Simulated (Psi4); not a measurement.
**r2SCAN/def2-SVP run of C2H2Cl2F2 (1,1-dichloro-2,2-difluoroethane)**

What is the vertical singlet–triplet gap of C2H2Cl2F2 (1,1-dichloro-2,2-difluoroethane) at r2SCAN/def2-SVP? 

Program for the calculation: Psi4 1.11.

13 further runs of the same task are left out: 12 that didn't finish, 1 set aside as unsound or not needed.

## Step 1: The system as given

The species is C2H2Cl2F2 (8 atoms), meant as a singlet with charge 0. SMILES: `FC(F)C(Cl)Cl`. The coordinates come from a PBE0-D4/def2-TZVP relaxation. This is one conformer, not always the lowest.

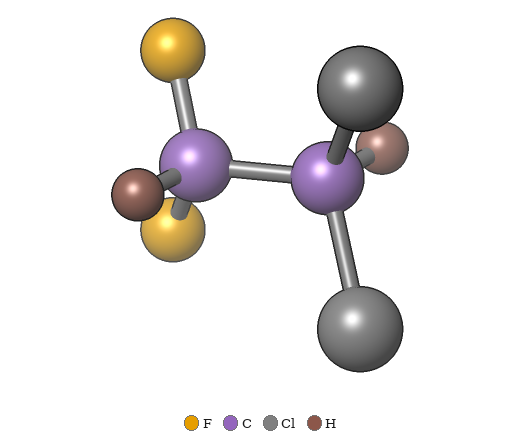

The structure, seen from a chosen angle (fluorine amber, carbon purple, chlorine grey, hydrogen brown).

## Step 2: The energy at r2SCAN/def2-SVP

Input file job.inp:

```
memory 2.2 GB

molecule {
  0 1
  F      0.408370    -1.137320     1.314790
  C      0.672870    -0.311460     0.282290
  F      1.286580    -1.040250    -0.671770
  C     -0.639670     0.230610    -0.271540
  Cl    -0.309580     1.248420    -1.669870
  Cl    -1.486960     1.117430     0.991650
  H      1.340900     0.487530     0.616660
  H     -1.272520    -0.594960    -0.592210
  symmetry c1
  no_reorient
  no_com
}

set basis def2-SVP
set puream true
set e_convergence 1e-09
set d_convergence 1e-08
set scf_type pk
set dft_radial_points 99
set dft_spherical_points 590

e_tot, wfn = energy('r2scan', return_wfn=True)
```

On the command line:

```
$ psi4 -n 1 job.inp job.out
```

job.out:

```text
[...]
  Running in c1 symmetry.
[...]
  Nuclear repulsion =  380.494885379981667
[...]
  Multiplicity = 1
[...]
  Nalpha       = 33
  Nbeta        = 33
[...]
    Number of basis functions: 102
[...]
   @RKS iter   1: -1196.71406837082213    3.11170e-02   4.37306e-03 ADIIS/DIIS
[...]
   @RKS iter  11: -1196.80407998229248   -1.81899e-12   4.36686e-09 DIIS
[...]
    Orbital Energies [Eh]
    ---------------------
    Doubly Occupied:
       1A   -101.190054     2A   -101.190008     3A    -24.521888
       4A    -24.521807     5A    -10.232355     6A    -10.181939
       7A     -9.391645     8A     -9.391624     9A     -7.143343
      10A     -7.143328    11A     -7.131870    12A     -7.131857
      13A     -7.131599    14A     -7.131591    15A     -1.222079
      16A     -1.158281    17A     -0.894731    18A     -0.804113
      19A     -0.707750    20A     -0.615267    21A     -0.543967
      22A     -0.531119    23A     -0.509703    24A     -0.455197
      25A     -0.442597    26A     -0.396665    27A     -0.395285
      28A     -0.376279    29A     -0.345987    30A     -0.314767
      31A     -0.311447    32A     -0.290531    33A     -0.288367
[...]
  @RKS Final Energy: -1196.80407998229248
   => Energetics <=
    Nuclear Repulsion Energy =            380.4948853799816675
    One-Electron Energy =               -2409.8133388818855565
    Two-Electron Energy =                 921.3715016998889951
    DFT Exchange-Correlation Energy =     -88.8571281802776696
    Empirical Dispersion Energy =           0.0000000000000000
    VV10 Nonlocal Energy =                  0.0000000000000000
    Total Energy =                      -1196.8040799822924782
[...]
 Multipole Moments:
 ------------------------------------------------------------------------------------
     Multipole            Electronic (a.u.)      Nuclear  (a.u.)        Total (a.u.)
 ------------------------------------------------------------------------------------
 L = 1.  Multiply by 2.5417464519 to convert [e a0] to [Debye]
 Dipole X            :         28.3381266          -28.3818912           -0.0437646
 Dipole Y            :        -37.7805863           37.8489277            0.0683414
 Dipole Z            :         10.6676714          -10.6837745           -0.0161031
 Magnitude           :                                                    0.0827357
[...]
```

It took 56 s on 1 thread of Intel Xeon Platinum 8259CL at 2.50GHz (Skylake/Cascade Lake), shared host; peak memory 1.1 GiB.

## Step 3: The triplet: energy and gradient at U-r2SCAN/def2-SVP

Input file c2h2cl2f2.inp:

```
memory 2200 MB

molecule m {
  0 3
  F
  C 1 1.348355
  F 2 1.348334 1 107.46106
  C 2 1.524247 3 109.09087 1 -118.14883
  Cl 4 1.760745 2 109.43277 3 -60.14409
  Cl 4 1.760681 2 109.44081 3 177.22102
  H 2 1.093825 3 109.45946 1 118.784
  H 4 1.088528 2 109.75199 7 179.9716
  symmetry c1
}

set basis def2-SVP
set reference uks
set puream true
set e_convergence 1e-09
set d_convergence 1e-08
set scf_type pk
set dft_radial_points 99
set dft_spherical_points 590
set maxiter 100

E, wfn = gradient('r2scan', return_wfn=True)
oeprop(wfn, 'LOWDIN_CHARGES', 'MULLIKEN_CHARGES', 'WIBERG_LOWDIN_INDICES')
```

On the command line:

```
$ psi4 -i c2h2cl2f2.inp -o c2h2cl2f2.out -n 1
```

c2h2cl2f2.out, shortened:

```text
[...]
  Running in c1 symmetry.
[...]
  Nuclear repulsion =  380.494922075887530
[...]
  Multiplicity = 3
[...]
  Nalpha       = 34
  Nbeta        = 32
[...]
    Number of basis functions: 102
[...]
   @UKS iter   1: -1196.39348763309363    3.51699e-01   5.64603e-03 ADIIS/DIIS
[...]
   @UKS iter  23: -1196.55663323599310    4.77485e-12   7.29018e-09 DIIS
[...]
   @S^2 Observed:                2.005863305E+00
[...]
  @UKS Final Energy: -1196.55663323599310
   => Energetics <=
    Nuclear Repulsion Energy =            380.4949220758875299
    One-Electron Energy =               -2409.5868658191216127
    Two-Electron Energy =                 921.4247987192611618
    DFT Exchange-Correlation Energy =     -88.8894882120202681
    Empirical Dispersion Energy =           0.0000000000000000
    VV10 Nonlocal Energy =                  0.0000000000000000
    Total Energy =                      -1196.5566332359931039
[...]
 Multipole Moments:
 ------------------------------------------------------------------------------------
     Multipole            Electronic (a.u.)      Nuclear  (a.u.)        Total (a.u.)
 ------------------------------------------------------------------------------------
 L = 1.  Multiply by 2.5417464519 to convert [e a0] to [Debye]
 Dipole X            :         -0.1446225            0.2437290            0.0991066
 Dipole Y            :         -0.0335006            0.3267352            0.2932346
 Dipole Z            :         -0.0252391            0.2405938            0.2153547
 Magnitude           :                                                    0.3770759
[...]
  -Total Gradient:
     Atom            X                  Y                   Z
    ------   -----------------  -----------------  -----------------
       1        0.003424346562    -0.003132111277     0.011341662930
       2       -0.020107678083    -0.004767126762    -0.003465569539
       3        0.003419156748     0.009884887913    -0.006402451507
       4        0.014298144796     0.102849309647     0.075633614557
       5       -0.001569670460     0.003652984407    -0.115047669963
       6       -0.001620576167    -0.108415056742     0.037984881940
       7        0.009634169228    -0.003866925775    -0.002836648380
       8       -0.007516405656     0.003906318193     0.002873936700
[...]
  Mulliken Charges: (a.u.)
   Center  Symbol    Alpha    Beta     Spin     Total
       1     F     4.61360  4.60308  0.01052 -0.21668
[...]
```

Run time: 2.7 min. Hardware: 1 thread of Intel Xeon Platinum 8259CL at 2.50GHz (Skylake/Cascade Lake), shared host; peak memory 1.1 GiB.

## Step 4: Results

Level: r2SCAN/def2-SVP.

| quantity | value |
| --- | --- |
| singlet: total energy | -1196.80408 Eh |
| singlet: dipole moment | 0.21 D |
| singlet: HOMO energy | -7.85 eV |
| singlet: LUMO energy | -0.70 eV |
| singlet: HOMO–LUMO gap | 7.15 eV |
| triplet: total energy | -1196.55663 Eh |
| triplet: dipole moment | 0.96 D |
| triplet: HOMO energy (highest over α and β) | -1.29 eV |
| triplet: ⟨S²⟩ | 2.006 |
| triplet: largest force on an atom | 6.606 eV/Å |
| vertical energy of the triplet above the singlet | 6.733 eV |

At this shape the triplet lies 6.73 eV (650 kJ/mol) above the singlet. Mulliken charges (triplet) run from -0.22 on F1 to +0.51 on C2; they depend strongly on the basis.
